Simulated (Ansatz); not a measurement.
Band structure of Re (P6_3/mmc, 2 atoms in the cell).

```
CELL_PARAMETERS angstrom
      1.39118    -2.40959     0.00000
      1.39118     2.40959     0.00000
      0.00000     0.00000     4.49613
ATOMIC_POSITIONS crystal
  Re 0.33333 0.66667 0.25000
  Re 0.66667 0.33333 0.75000
```

Computed with PBE (plane waves, PAW; Ansatz, a program for electronic structure).

Settings: kpoints.mp_grid.grid = 14 14 7; hamiltonian.xc = pbe; hamiltonian.pseudopotentials = {kind: paw} (the program's default PAW files); scf.occupations.method = gaussian; scf.occupations.width = 0.1 eV; kpoints.band_path.npoints = 8.

The starting cell has typed, rounded lattice constants, without a prior relaxation at this level. Its lattice was rescaled by a random factor within 2.5 % of one. Spin-orbit coupling is off. Spin polarisation is off.

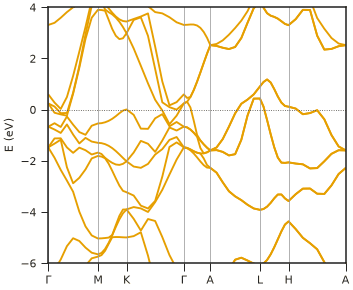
Fig. 1. Bands along the path, energies from the Fermi level.

Levels in eV from the Fermi level, bands 12 to 18:
```
point     12     13     14     15     16    17    18
-----  -----  -----  -----  -----  -----  ----  ----
Γ      -1.47  -1.47  -0.67  -0.67   0.24  0.24  0.59
M      -1.81  -1.68  -1.30  -0.54   3.90  4.28  4.41
K      -3.23  -2.02  -2.02   0.01   2.98  2.98  3.44
A      -2.28  -1.59  -1.59  -1.59  -1.59  2.52  2.52
L      -3.92   0.43   0.43   0.90   0.90  4.20  4.20
H      -3.57  -2.06  -2.06   0.11   0.11  3.30  3.30
```

Bands cross the Fermi level along this path, so the cell is metallic at this level.

Keys are those of Ansatz 0.2.
